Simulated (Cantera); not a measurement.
Input: 1 mol SiO2, 0.37 mol Al2O3, 0.29 mol H2O, held at 10000 Pa.

Cantera equilibrium calculation (NASA polynomials, part measured and part estimated; ideal gas, pure solids and liquids). Candidate condensed phases: Al, Al2O3, Al2SiO5, Al6Si2O13, H2O, Si, SiO2; 28 gas species. Mutual solubility and eutectic melting of coexisting phases are not modelled. The tables hold silica as quartz up to 1696 K and as liquid above; real silica turns to tridymite and cristobalite and melts near 1996 K. Condensed phases not in the tables: alloys, solid solutions and most ternary compounds. Gases not in the tables: Si(OH)4. Kinetics and transport are ignored.

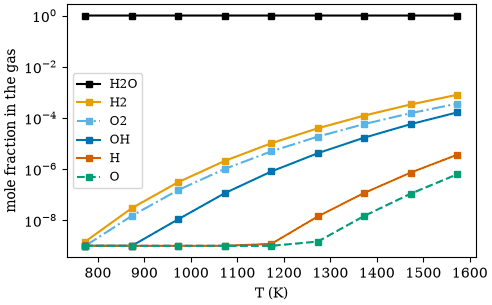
Equilibrium gas composition (values under 1e-9 drawn at 1e-9)

**Question.** Read off the mole fractions at 1273 K.

**Answer.** H2O about 1.00, H2 about 3.9e-5, O2 about 1.9e-5, OH about 4.2e-6, H about 1.4e-8.
